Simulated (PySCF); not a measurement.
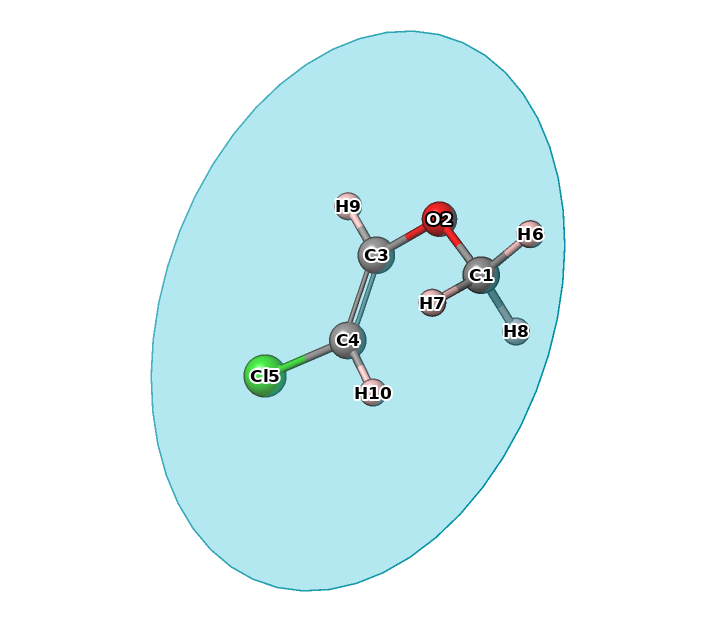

A disc through the centre of mass is drawn in. Atoms fade into the background with distance from the viewer. Computed geometry: PBE0-D3(BJ)/def2-SVP optimisation. No frequency run is at hand to confirm it as a minimum.

Is the plane of the disc a mirror plane of the structure?

Yes. The reflection leaves C1, O2, C3, C4, Cl5, H6, H9, H10 in place and moves H7 ↔ H8. The point group is Cs.
